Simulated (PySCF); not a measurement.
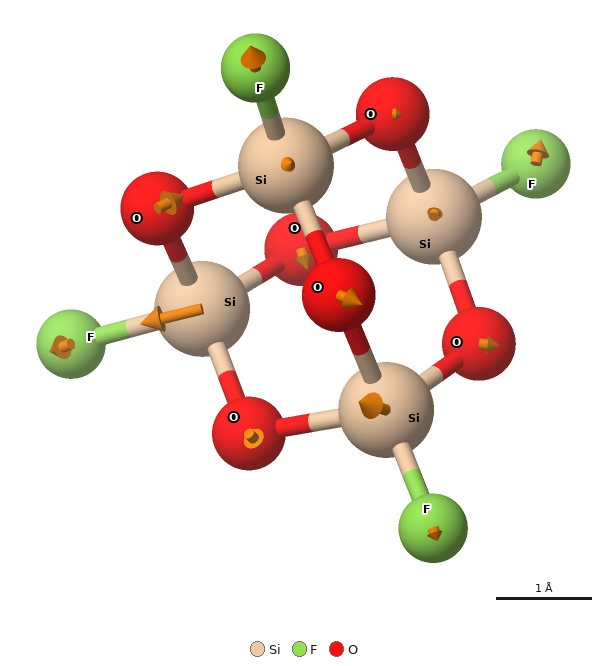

This is a relaxation of Si4O6F4. The starting structure is drawn; orange arrows show the displacements, 5 times their true length. The two geometries are superimposed by the best rigid fit.

Style: ball-and-stick. Shown from a free direction.

The start comes from GFN2-xTB. Its atoms were then displaced at random by about 0.03 Å.

These are results of PBE0-D3(BJ)/def2-SVP geometry optimisation, gas phase (PySCF), not measurements. 

> Describe the change and its energy.

After 8 geometry steps the energy has fallen by 101.7 kJ/mol. The atom that moves furthest after the best rigid fit is a Si atom (0.14 Å). Largest moves by element: Si 0.14 Å, O 0.08 Å, F 0.07 Å. Near-neighbour distances that change, for instance: O–Si 1.549 → 1.658 Å, O–Si 1.749 → 1.657 Å, O–Si 1.581 → 1.657 Å, F–Si 1.648 → 1.582 Å. Among the angles between lasting bonds that change: O–Si–O 115.4° → 106.3°, Si–O–Si 107.6° → 115.5°, F–Si–O 104.6° → 112.5°.
